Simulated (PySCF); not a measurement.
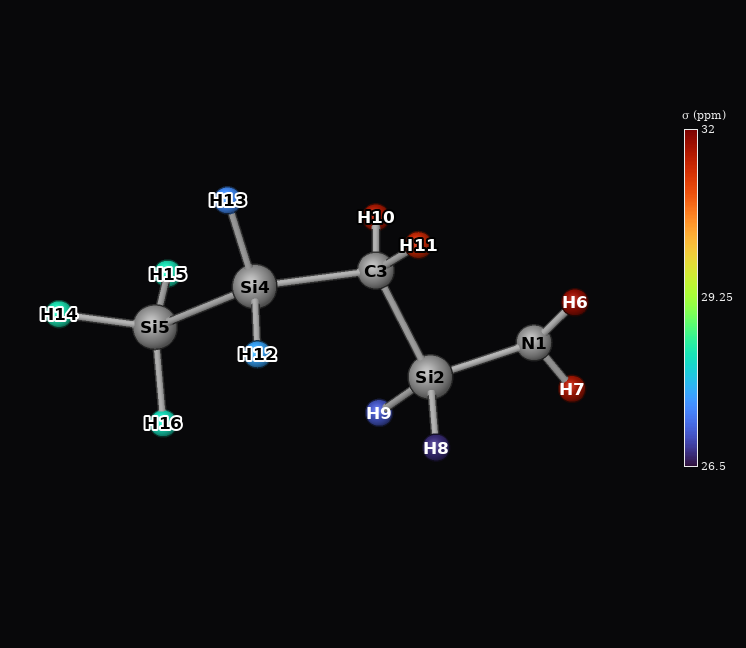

Atoms are coloured by their isotropic NMR shieldings (H only, the others grey). Computed geometry: GFN2-xTB optimisation. No frequency run is at hand to confirm it as a minimum. Properties computed with GIAO PBE0/pcSseg-1 NMR shielding, non-relativistic, gas phase (PySCF 2.14.0).

List the isotropic NMR shieldings of the H atoms.

```csv
atom,σ (ppm)
H6,31.80
H7,31.67
H8,26.70
H9,27.03
H10,31.62
H11,31.43
H12,27.70
H13,27.49
H14,28.35
H15,28.33
H16,28.28
```

The geometry is semi-empirical. Around Si such bond lengths and angles can be off by a tenth of an ångström or more and by several degrees, and values that hang on the shape move with them.
